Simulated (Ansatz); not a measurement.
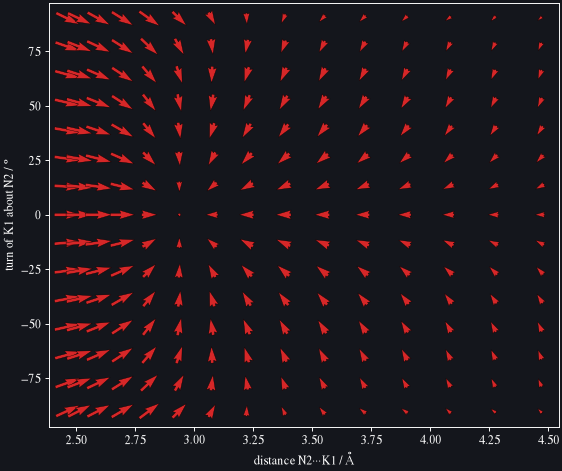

KN2, charge +1. The turn is about an axis along (0.99, 0.11, 0.00) in the frame of the relaxed pair, normal to the line between the partners. The first coordinate is: distance N2···K1; the second: turn of K1 about N2. The grid has 15 × 15 points; 120 points were computed and 105 follow by symmetry. Level of theory: Ansatz 0.2.0, RHF-MP2, frozen core/def2-TZVPD.

The picture shows arrows along the force (downhill), their lengths compressed.

Question: The arrows alone are given. Where is the energy lowest?

Answer: The arrows converge at distance N2···K1 = 2.937 Å, turn of K1 about N2 = 0.0° (read from the interpolated surface).

The energy map of the same scan:

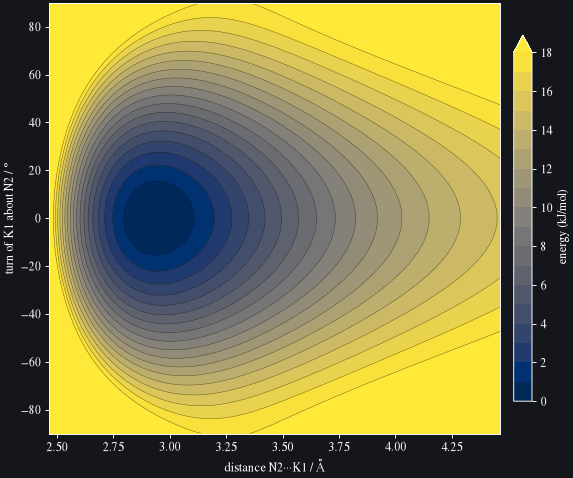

Energies are in kJ/mol, from the lowest grid point; between grid points the surface is interpolated.
